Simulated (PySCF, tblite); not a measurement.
# C₆H₉SSi radical: geometry, infrared bands and EPR parameters

Aim: predict the infrared bands and EPR parameters of C₆H₉SSi radical (`[SiH3]S[C@]12[C@@H]3[CH][C@H]1C[C@@H]32`).

Computed with tblite 0.8.0 and PySCF 2.14.0, with density-fitted response routines of our own, on a single molecule in the gas phase. Atoms are numbered from 0 throughout.

### Step 1. The starting structure

17 atoms, charge 0, multiplicity 2; geometry from: force field or distance geometry start.

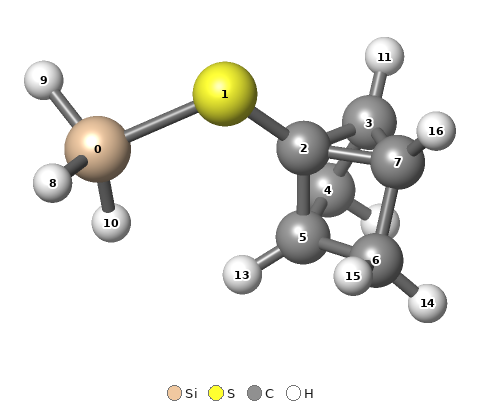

The starting geometry (silicon light orange, sulfur yellow, carbon grey, hydrogen white), atoms numbered.

### Step 2. Optimising the geometry with GFN2-xTB

What the job is given:

```
{"job": {"kind": "relax", "xc": "GFN2-xTB", "basis": "xTB"}, "charge": 0, "multiplicity": 2}
Si     2.786500     0.809000     0.482900
S      0.816700     1.137600     1.331400
C     -0.308700     0.168700     0.533200
C     -1.215900    -0.897800     0.950800
C     -0.512200    -1.781900    -0.065700
C     -0.251700    -0.490300    -0.808700
C     -1.443800     0.346300    -1.174200
C     -1.760800     0.319900     0.324200
H      3.364400     2.027700    -0.061000
H      3.663000     0.323200     1.536300
H      2.655200    -0.163700    -0.617000
H     -1.409000    -1.237400     1.964600
H     -1.256900    -2.455400    -0.553700
H      0.663000    -0.393800    -1.390800
H     -2.195800    -0.127300    -1.815800
H     -1.190300     1.387100    -1.436400
H     -2.410700     1.040000     0.789800
```

Started as:

```sh
$ OMP_NUM_THREADS=1 python probes_run.py task.json out
```

This one command runs all jobs of the session in turn.

What it wrote:

```text
step      E/eV     max force
  0    -605.08886    4.230
  1    -605.65697    2.422
  2    -605.96434    1.507
  3    -606.15161    1.222
  4    -606.23498    0.539
  5    -606.26054    0.404
  6    -606.28866    0.393
  7    -606.30760    0.477
  8    -606.33248    0.380
  9    -606.34982    0.314
 10    -606.36366    0.312
 11    -606.37505    0.250
 12    -606.38486    0.267
 13    -606.39405    0.289
 14    -606.40360    0.213
 15    -606.41345    0.287
 16    -606.42413    0.335
 17    -606.43288    0.220
 18    -606.43796    0.175
 19    -606.44154    0.139
 20    -606.44480    0.176
 21    -606.44802    0.179
 22    -606.45097    0.155
 23    -606.45340    0.141
 24    -606.45511    0.117
 25    -606.45685    0.102
 26    -606.45859    0.107
 27    -606.46082    0.126
 28    -606.46332    0.116
 29    -606.46620    0.114
 30    -606.46896    0.180
 31    -606.47173    0.190
 32    -606.46546    0.772
 33    -606.47682    0.179
 34    -606.48015    0.167
 35    -606.48622    0.900
 36    -606.49550    0.164
 37    -606.50007    0.145
 38    -606.49847    0.744
 39    -606.50661    0.113
 40    -606.50875    0.116
 41    -606.51365    0.149
 42    -606.51552    0.110
 43    -606.51780    0.187
 44    -606.51978    0.226
 45    -606.52174    0.161
 46    -606.52275    0.082
 47    -606.52339    0.053
 48    -606.52382    0.052
 49    -606.52425    0.054
 50    -606.52476    0.073
 51    -606.52541    0.078
 52    -606.52616    0.063
 53    -606.52696    0.061
 54    -606.52772    0.065
 55    -606.52835    0.063
 56    -606.52890    0.071
 57    -606.52954    0.068
 58    -606.53039    0.074
 59    -606.53148    0.086
 60    -606.53259    0.090
 61    -606.53342    0.059
 62    -606.53398    0.058
 63    -606.53442    0.053
 64    -606.53493    0.055
 65    -606.53555    0.060
 66    -606.53636    0.076
 67    -606.53738    0.082
 68    -606.53837    0.059
 69    -606.53907    0.059
 70    -606.53952    0.053
 71    -606.53989    0.044
 72    -606.54038    0.049
 73    -606.54122    0.075
 74    -606.54248    0.093
 75    -606.54390    0.087
 76    -606.54520    0.100
 77    -606.54635    0.100
 78    -606.54749    0.109
 79    -606.54915    0.113
 80    -606.55071    0.135
 81    -606.55463    0.135
 82    -606.56096    0.141
 83    -606.56433    0.137
 84    -606.56081    0.274
 85    -606.56788    0.137
 86    -606.56896    0.119
 87    -606.57238    0.121
 88    -606.57441    0.112
 89    -606.57908    0.100
 90    -606.58012    0.098
 91    -606.58165    0.096
 92    -606.58317    0.102
 93    -606.58547    0.112
 94    -606.58751    0.106
 95    -606.58904    0.067
 96    -606.58982    0.085
 97    -606.59064    0.106
 98    -606.59167    0.093
 99    -606.59343    0.082
100    -606.59408    0.060
101    -606.59485    0.060
102    -606.59559    0.056
103    -606.59604    0.071
104    -606.59647    0.068
105    -606.59685    0.076
106    -606.59732    0.074
107    -606.59788    0.085
108    -606.59850    0.064
109    -606.59895    0.068
110    -606.59925    0.050
111    -606.59945    0.041
112    -606.59972    0.040
113    -606.59989    0.037
114    -606.60012    0.047
115    -606.60040    0.055
116    -606.60064    0.066
117    -606.60125    0.052
118    -606.60173    0.048
119    -606.60227    0.051
120    -606.60245    0.063
121    -606.60281    0.047
122    -606.60337    0.060
123    -606.60373    0.060
124    -606.60438    0.052
125    -606.60546    0.065
126    -606.60661    0.076
127    -606.60712    0.097
128    -606.60816    0.074
129    -606.60888    0.062
130    -606.60953    0.059
131    -606.61020    0.043
132    -606.61094    0.064
133    -606.61178    0.048
134    -606.61165    0.117
135    -606.61290    0.055
136    -606.61329    0.042
137    -606.61382    0.046
138    -606.61407    0.036
139    -606.61461    0.058
140    -606.61506    0.052
141    -606.61551    0.046
142    -606.61592    0.042
143    -606.61631    0.043
144    -606.61664    0.048
145    -606.61675    0.053
146    -606.61728    0.038
147    -606.61753    0.040
148    -606.61781    0.028
149    -606.61789    0.022
150    -606.61803    0.022
151    -606.61812    0.025
152    -606.61824    0.030
153    -606.61843    0.036
154    -606.61875    0.039
155    -606.61918    0.044
156    -606.61964    0.056
157    -606.62010    0.050
158    -606.62063    0.058
159    -606.62125    0.067
160    -606.62199    0.072
161    -606.62283    0.060
162    -606.62362    0.054
163    -606.62423    0.043
164    -606.62466    0.044
165    -606.62502    0.039
166    -606.62523    0.052
167    -606.62541    0.039
168    -606.62559    0.025
169    -606.62571    0.017
170    -606.62576    0.014
171    -606.62582    0.012
172    -606.62586    0.011
173    -606.62588    0.009
```

It took 2.5 s on 1 thread of Arm Neoverse N1, shared host; peak memory 0.18 GiB.

Relaxation path: (not every step is listed)

```csv
step,energy from step 0 (eV),largest force (eV/Å)
0,0.0000,4.2299
1,-0.5681,2.4224
2,-0.8755,1.5068
3,-1.0628,1.2216
4,-1.1461,0.5388
5,-1.1717,0.4039
6,-1.1998,0.3928
7,-1.2187,0.4774
8,-1.2436,0.3803
24,-1.3663,0.1171
40,-1.4199,0.1158
56,-1.4400,0.0713
72,-1.4515,0.0492
88,-1.4855,0.1125
104,-1.5076,0.0676
120,-1.5136,0.0633
136,-1.5244,0.0423
152,-1.5294,0.0303
168,-1.5367,0.0246
169,-1.5369,0.0173
170,-1.5369,0.0143
171,-1.5370,0.0121
172,-1.5370,0.0110
173,-1.5370,0.0088
```

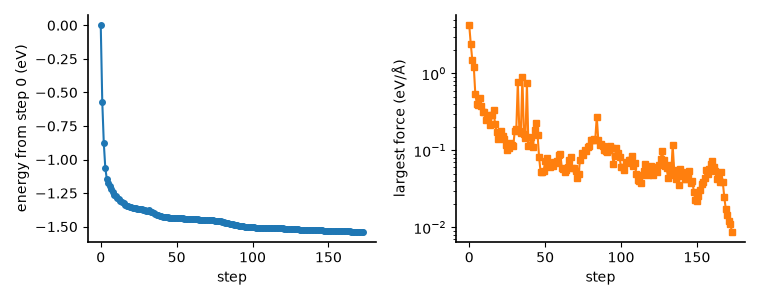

Energy and force, step by step.

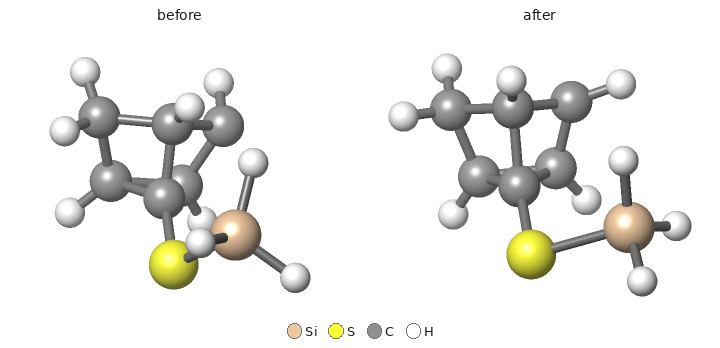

Before and after, at one scale.

Distances of close pairs at the start and the end, largest changes first:

```csv
bond,before (Å),after (Å),change (Å)
C2–C3,1.461,1.548,+0.086
C2–C5,1.496,1.571,+0.075
S1–C2,1.686,1.758,+0.072
C3–C4,1.520,1.460,-0.060
C3–C7,1.474,1.526,+0.052
C4–H12,1.116,1.073,-0.043
C5–C6,1.502,1.541,+0.039
Si0–S1,2.170,2.153,-0.017
```

The next job starts from the end point, and lists it.

### Step 3. Infrared spectrum with GFN2-xTB

What the job is given:

```
{"job": {"kind": "ir", "xc": "GFN2-xTB", "basis": "xTB"}, "charge": 0, "multiplicity": 2}
Si     2.694607     0.219750     0.863036
S      0.990149     1.509694     1.120408
C     -0.218825     0.532717     0.298969
C     -0.856258    -0.821103     0.693564
C     -0.439962    -1.357672    -0.598600
C     -0.394513     0.026862    -1.177680
C     -1.861964     0.490457    -1.105548
C     -1.701797     0.415090     0.401938
H      2.900955     0.024253    -0.566470
H      3.754722     0.976584     1.501786
H      2.400415    -1.045191     1.524665
H     -0.866231    -1.303944     1.655366
H      0.299830    -2.122298    -0.738627
H      0.233151     0.280985    -2.023424
H     -2.596481    -0.172133    -1.563013
H     -2.001975     1.512720    -1.448740
H     -2.342819     0.845261     1.152459
```

What it wrote:

```text
mode    cm-1     km/mol
  1      39.8      2.43
  2      89.9      1.59
  3     111.5      0.19
  4     191.7      2.64
  5     233.9      3.53
  6     361.7     30.94
  7     419.5     16.22
  8     467.0      9.50
  9     508.7     45.11
 10     531.4     47.31
 11     568.5     41.98
 12     606.0     35.04
 13     712.1     15.72
 14     737.3     42.52
 15     739.4    114.05
 16     760.4    462.86
 17     783.2    167.75
 18     832.5     13.59
 19     869.4      4.37
 20     900.2      4.36
 21     948.8      0.84
 22     975.8      3.34
 23    1004.7      1.05
 24    1006.5      1.83
 25    1024.0      6.18
 26    1030.5      2.64
 27    1069.5      5.15
 28    1079.9      0.64
 29    1118.8      1.44
 30    1169.1      3.53
 31    1173.9      3.45
 32    1207.2      3.71
 33    1237.1      4.15
 34    1293.0      2.05
 35    1356.3      8.62
 36    1466.5      0.30
 37    2308.7    289.61
 38    2320.7    108.28
 39    2379.7    205.35
 40    2986.8     53.42
 41    3020.0     22.11
 42    3036.9     49.07
 43    3102.2      8.68
 44    3110.7     42.55
 45    3132.3     39.48
```

It took 1.2 s on 1 thread of Arm Neoverse N1, shared host; peak memory 0.18 GiB.

Which atoms move in the most intense modes:

```csv
cm⁻¹,km/mol,atoms
739,114.0,"H9 40 %, H10 14 %, H8 12 %"
760,462.9,"H9 38 %, H8 28 %, H10 26 %"
783,167.8,"H8 48 %, H10 48 %"
2309,289.6,"H10 52 %, H8 44 %"
2321,108.3,"H8 53 %, H10 45 %"
2380,205.3,H9 97 %
2987,53.4,H14 93 %
3037,49.1,H13 89 %
```

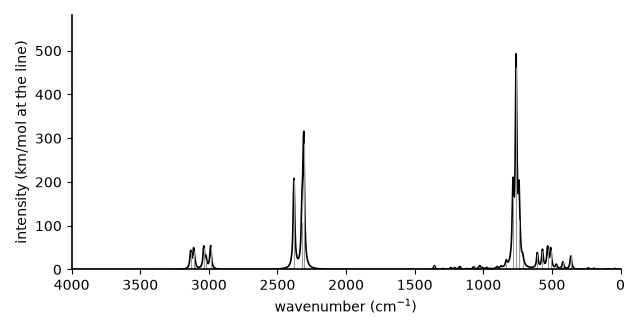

The infrared spectrum from these modes, unscaled. Lines are broadened to a width of 14 cm⁻¹ (Lorentzian).

### Step 4. EPR parameters: B3LYP/pcH-1

Same as in step 3 but for these lines:

```diff
@@ -1,2 +1,2 @@
-{"job": {"kind": "ir", "xc": "GFN2-xTB", "basis": "xTB"}, "charge": 0, "multiplicity": 2}
+{"job": {"kind": "epr", "basis": "pcH-1"}, "charge": 0, "multiplicity": 2}
 Si     2.694607     0.219750     0.863036
```

With the program's defaults for keys left out, this is: UKS B3LYP, pcH-1 on C H S Si, non-relativistic, mean-field spin-orbit, GIAO.

What it wrote:

```text
UKS, coarse grid
  cycle   1  E = -921.56966131  |g| = 2.99e-01
  cycle   2  E = -921.55540952  |g| = 3.41e-01
  cycle   3  E = -921.61284005  |g| = 5.50e-02
  cycle   4  E = -921.61404344  |g| = 2.89e-02
  cycle   5  E = -921.61447453  |g| = 6.73e-03
  cycle   6  E = -921.61450417  |g| = 3.93e-03
  cycle   7  E = -921.61451223  |g| = 1.56e-03
  cycle   8  E = -921.61451269  |g| = 5.25e-04
UKS, final grid
  cycle   1  E = -921.61451517  |g| = 7.06e-04
  cycle   2  E = -921.61451483  |g| = 1.11e-03
  cycle   3  E = -921.61451541  |g| = 1.05e-04
  cycle   4  E = -921.61451542  |g| = 2.66e-05
E = -921.61451542 Eh   <S^2> = 0.7544 (exact 0.7500)
g shifts (ppm)      1          2          3
  rmc          -163       -163       -163
  gc             11         14         35
  oz_so       -1306        307        694
  total       -1458        157        566
hyperfine (MHz)  atom isotope    a_iso     a_fc   dipolar eigenvalues
    0  29Si      -4.86      -4.87     -2.02      0.62      1.40
    1   33S      -0.66      -0.65     -4.25     -3.18      7.43
    2   13C     149.73     149.73    -13.04    -11.02     24.07
    3   13C     -18.18     -18.19     -4.75     -1.88      6.63
    4   13C     143.16     143.28    -73.60    -72.57    146.17
    5   13C     -18.04     -18.05     -2.65     -1.76      4.41
    6   13C      17.12      17.12     -3.13     -1.73      4.85
    7   13C      28.05      28.05     -4.14     -2.52      6.66
    8    1H       1.34       1.34     -1.60     -1.26      2.86
    9    1H      -0.12      -0.13     -0.75     -0.52      1.27
   10    1H       3.31       3.31     -1.61     -1.33      2.94
   11    1H      -1.62      -1.63     -4.97     -2.26      7.23
   12    1H     -37.14     -37.15    -34.91     -0.65     35.56
   13    1H       3.33       3.33     -4.61     -2.96      7.58
   14    1H      -0.64      -0.64     -5.05     -1.93      6.98
   15    1H      -1.37      -1.37     -2.47     -1.71      4.18
   16    1H       4.22       4.21     -2.71     -1.55      4.26
```

Run time: 3.6 min. Hardware: 1 thread of Arm Neoverse N1, shared host; peak memory 1.1 GiB.

Principal g values 2.00086, 2.00248, 2.00288; g(iso) = 2.00207, against 2.00232 for a free electron.

Mean a(iso) over the nuclei that a row names, and the largest dipolar term of the row (other rows stand at the frozen geometry):

```csv
nuclei,isotope,a(iso) (MHz),"a(iso) (G, at g = 2.0023)",largest dipolar term (MHz)
C2,13C,149.7,53.4,24.1
C4,13C,143.2,51.1,146.2
H12,1H,-37.1,-13.3,35.6
C7,13C,28.1,10.0,6.7
C3,13C,-18.2,-6.5,6.6
C5,13C,-18.0,-6.4,4.4
C6,13C,17.1,6.1,4.9
Si0,29Si,-4.9,-1.7,-2.0
H16,1H,4.2,1.5,4.3
H13,1H,3.3,1.2,7.6
H11,1H,-1.6,-0.6,7.2
"H8, H9, H10",1H,1.5,0.5,2.9
H15,1H,-1.4,-0.5,4.2
S1,33S,-0.7,-0.2,7.4
```

Mulliken spin populations:

Si0 0.01; S1 0.03; C2 0.12; C3 -0.06; C4 0.93; C5 -0.05; C6 0.02; C7 0.02; H8 0.00; H9 0.00; H10 0.00; H11 0.00; H12 -0.03; H13 0.00; H14 0.00; H15 0.00; H16 0.00

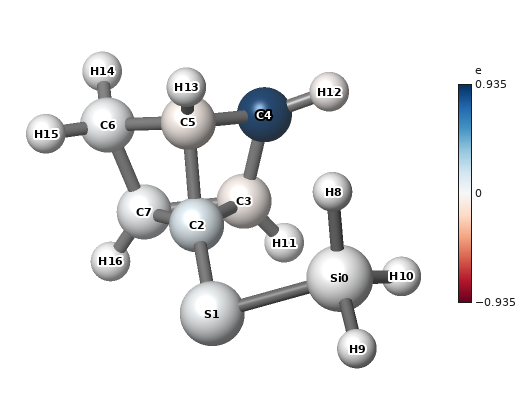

Mulliken spin populations, as colours on the atoms.

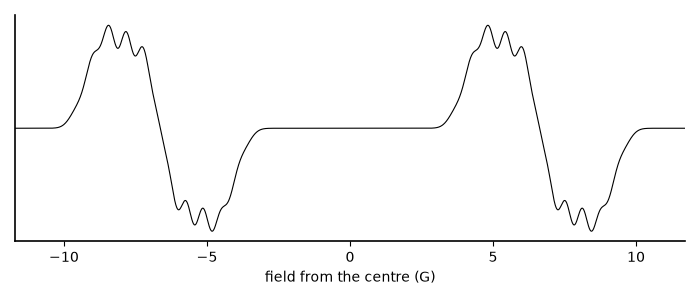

First-order isotropic spectrum (first derivative, main isotopes with spin only, couplings over 0.8 MHz, Gaussian width 0.3 G; couplings of the frozen geometry, rotation of groups not averaged beyond the rows shown).

The fields below are evaluated on a grid from the run's orbitals.

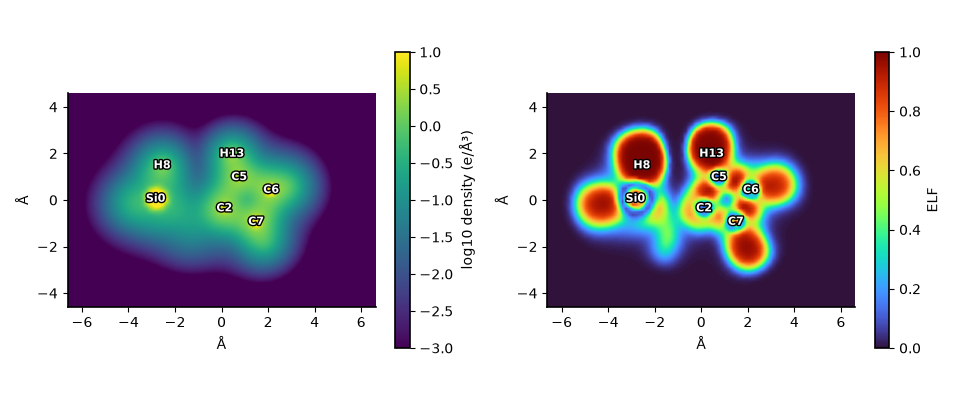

Density (left) and ELF (right) in a plane through or near 7 of the atoms.

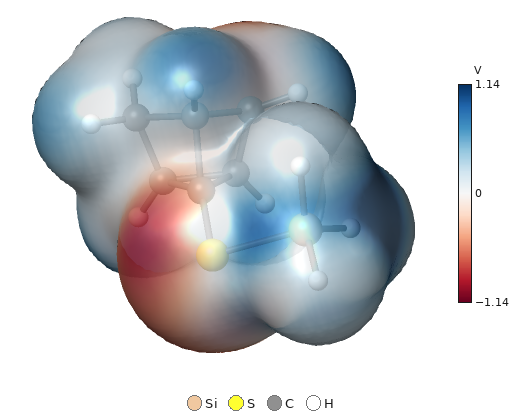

Electrostatic potential on the surface of density 0.002 e/bohr³; red is low, blue high. It runs from -0.84 V near S1 to 1.14 V near H9.

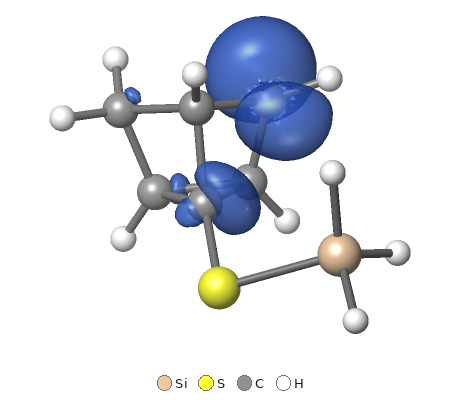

Spin density at ±0.04 e/Å³ (alpha excess blue, beta excess red).

### Step 5. Results

```
                                 quantity                 value
strongest single infrared mode (GFN2-xTB)  760 cm⁻¹, 463 km/mol
             zero-point energy (GFN2-xTB)         77.2 kcal/mol
                           g(iso) (B3LYP)               2.00207
                                     ⟨S²⟩    0.754 (exact 0.75)
       largest a(iso) (averaged by class)  13C on C2, 149.7 MHz
    surface potential, least and greatest    -0.84 V and 1.14 V
```

In words: Relaxing lowered the energy by 1.537 eV in 173 steps; the close pair that moved most is C2–C3, from 1.461 to 1.548 Å. All 45 modes are real, so the xTB geometry is a minimum. The strongest single mode, at 760 cm⁻¹, has its largest shares on H9, H8 and H10 (the list is cut at 3 atoms). GFN2-xTB is a fitted tight-binding method: band positions and strengths are rough. Its intensities can rank the bands wrongly. C4 carries the largest spin population, 0.93 e. The isotropic g lies 0.2 ppt below the free-electron value.
